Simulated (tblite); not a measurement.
C4H10NSSi: geometry relaxation (part 4 of 4)

Continued. System: C4H10NSSi, multiplicity 2. Method: GFN2-xTB geometry optimisation, gas phase (tblite 0.8.0). It belongs to a series of runs on one base structure; here: H removed from N.

Geometry of the input (Å):
```
C  -0.7835  1.8584  0.0498
Si -0.8056  0.0940  0.6086
C  -1.6452  -1.0030  -0.6249
C  0.9183  -0.5317  1.0365
C  1.8884  -0.6791  -0.1024
N  2.4783  0.4597  -0.4448
S  2.1745  -2.1336  -0.8805
H  -0.2995  2.5104  0.7934
H  -0.2531  1.9666  -0.8968
H  -1.8170  2.2265  -0.0910
H  -1.6277  0.0375  1.8608
H  -1.6830  -2.0417  -0.2853
H  -1.1462  -0.9692  -1.5838
H  -2.6822  -0.6729  -0.7895
H  0.8037  -1.5026  1.5442
H  1.3507  0.1320  1.8113
H  3.1220  0.2607  -1.2171
```

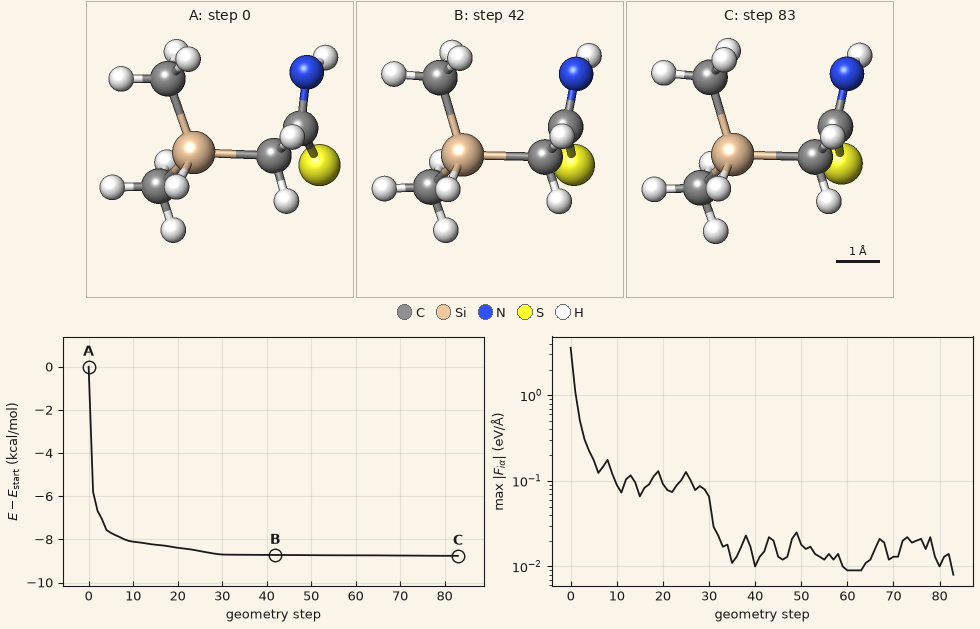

Fig. 1: Frames of the relaxation (ball-and-stick view, seen at a tilt) above the curves, on which the letters mark them (steps are counted from 0).

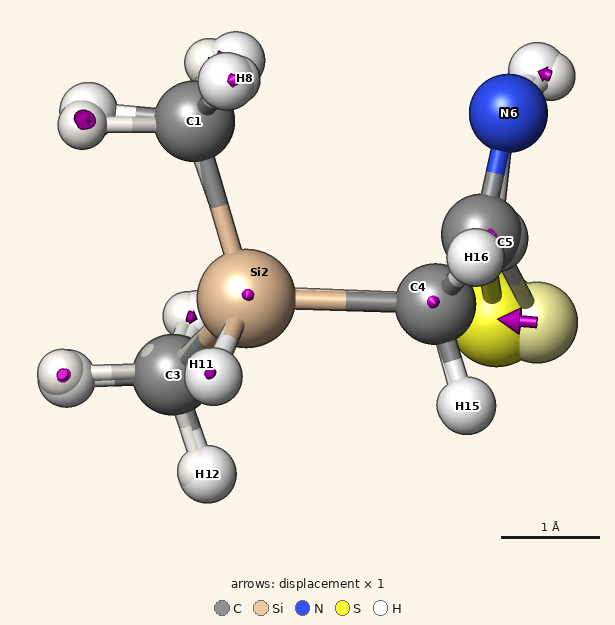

Fig. 2: Start (faint) and end (solid) with the displacements as pink arrows, at true length (ball-and-stick view, seen at a tilt). The two geometries are laid on each other by the best rigid fit. The largest move after the best rigid fit is that of S7, 0.42 Å. By element the largest moves are S 0.42 Å, H 0.28 Å, C 0.16 Å, Si 0.09 Å, N 0.04 Å. Among the contacts that change: C5–S7 1.674 → 1.741 Å, C5–N6 1.327 → 1.267 Å, Si2–C4 1.883 → 1.936 Å, C1–Si2 1.851 → 1.897 Å. Among the angles that change: C5–N6–H17 107.9° → 118.0°, C4–C5–N6 113.5° → 122.5°, Si2–C4–C5 116.8° → 110.9°. After 83 geometry steps the energy has fallen by 8.76 kcal/mol. The largest force component goes from 3.6 to 0.008 eV/Å. (Atoms are counted from 1 in the order of the input.)
